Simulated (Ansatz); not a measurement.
# CH$_{6}$AlNSi (SMILES N=[C]([AlH2])[SiH3]): what the fields show

The calculation's input:

```
crystal:
  periodic: [false, false, false]
  atoms:
    - {symbol: N, position_ang: [-1.540107, 0.254188, -0.750317]}
    - {symbol: C, position_ang: [-0.389568, 0.091452, -0.201570]}
    - {symbol: Al, position_ang: [0.835477, 1.657453, -0.132517]}
    - {symbol: Si, position_ang: [-0.008850, -1.633000, 0.474955]}
    - {symbol: H, position_ang: [-1.670135, 1.215462, -1.091491]}
    - {symbol: H, position_ang: [0.184359, 2.946499, -0.797007]}
    - {symbol: H, position_ang: [2.288636, 1.644010, 0.503394]}
    - {symbol: H, position_ang: [-1.134117, -2.575637, 0.258157]}
    - {symbol: H, position_ang: [0.292409, -1.512782, 1.929311]}
    - {symbol: H, position_ang: [1.225098, -2.138644, -0.189915]}
basis:
  gaussian: {orbitals: def2-TZVPP}
hamiltonian: {xc: pbe0, dispersion: d4}
output: {orbitals: {seedname: orbitals}}
```

Run with:

```sh
ansatz run in.yaml --threads 2 --pin off --events-out ev --progress --plain --max-ram 4352MiB
```

Geometry: PBE0-D4/def2-TZVP.

Method: RKS PBE0-D4/def2-TZVPP (Ansatz).

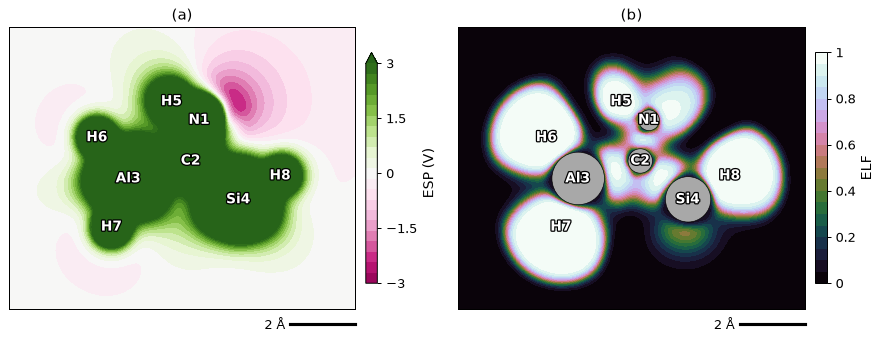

Figure 1. (a) electrostatic potential; (b) ELF on the plane of atoms H6, Al3 and H7. Grey discs cover the atomic cores in the ELF map.

What do the fields say about this system?

- The plane passes through N, C, Al, Si and H nuclei.
- C–N (1.29 Å): the ELF peaks at about 0.90 between the atoms, as expected for localised, covalent bonding.
- C–Si (1.89 Å): the ELF peaks at about 0.95 between the atoms, as expected for localised, covalent bonding.
- C–Al (1.99 Å): the ELF peaks at about 0.95 between the atoms, as expected for a polar covalent bond.
- N–H (1.03 Å): the ELF climbs to about 1 towards the hydrogen, as it does in any bond to H (an ordinary covalent bond to hydrogen).
- Si–H (1.48 Å): the ELF climbs to about 1 towards the hydrogen.
- The ELF also peaks beside N1, away from the bonds: lone-pair regions.
- Outside the dense part of the molecule the potential is most negative (−2.4 V) near N1.

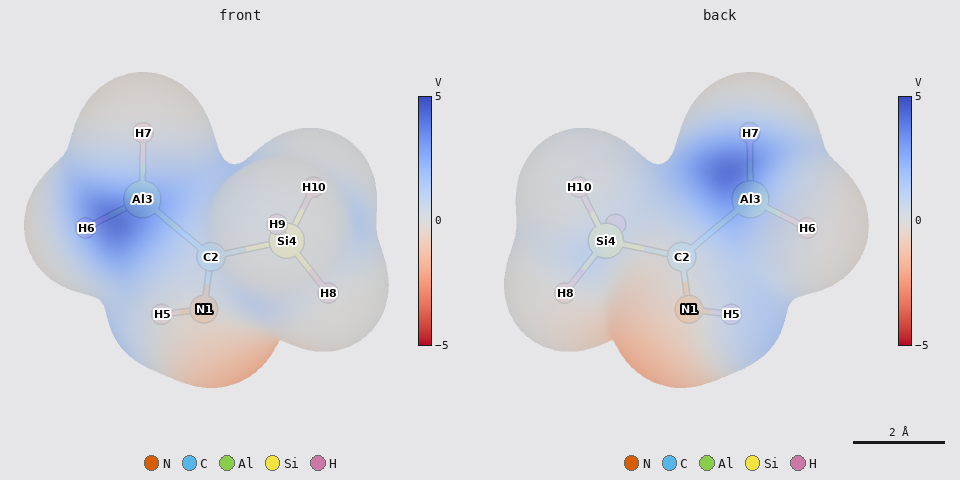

Figure 2. The electrostatic potential painted on the density surface at 0.002 e/bohr³, seen from the front and from behind; the colour scale runs from red (negative) to blue (positive).

Where is the surface potential most negative and most positive?

The most negative region (about −1.7 V, or −39 kcal/mol for a unit charge) lies over N1, the most positive (about +4.1 V, or +95 kcal/mol for a unit charge) over Al3. N1 is the likeliest acceptor of a hydrogen bond.

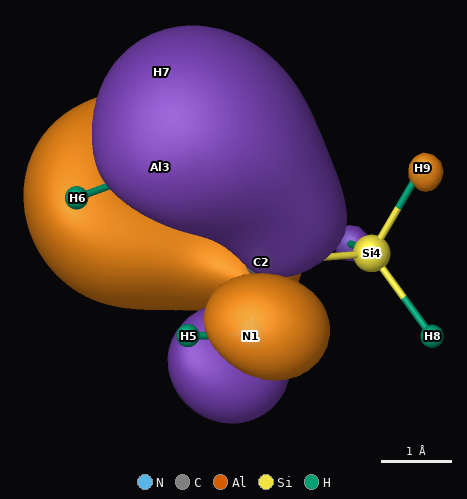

Figure 3. One frontier orbital at ±0.08 Å⁻³ᐟ² (orange and purple are the two phases), seen at a tilt.

Which orbital is it: HOMO or LUMO?

The LUMO, at −2.31 eV. It lies mainly on Al3 (about 55 %), N1 (about 20 %) and C2 (about 15 %).
